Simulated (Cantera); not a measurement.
Charge: 1 mol Si(CH₃)₄, 1.2 mol HCl, 12 mol H₂, 0.06 mol C₂H₄, equilibrated at 1100 Pa.

These are equilibrium values from Cantera (NASA tables, ideal gas, pure condensed phases), not measurements of a reactor. Candidate condensed phases: C, C₆H₆, C₇H₈, C₈H₁₈, Si, SiC; 109 gas species. The tables' values for SiCl are old estimates; treat these amounts as uncertain. Gases not in the tables: Si₂H₆ and higher silanes. The numbers say what is thermodynamically allowed, not how fast it happens.

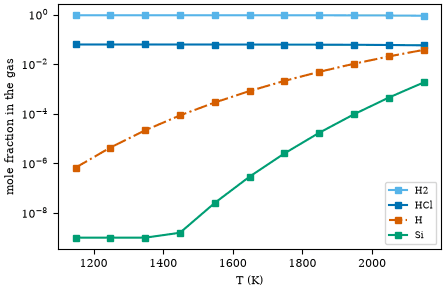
*Equilibrium gas composition (values under 1e-9 drawn at 1e-9)*

From 1148 K to 2148 K the condensed part is C(graphite) + SiC(s). The main Si-bearing gas is SiCl₄ at 1148 K and Si at 2148 K.
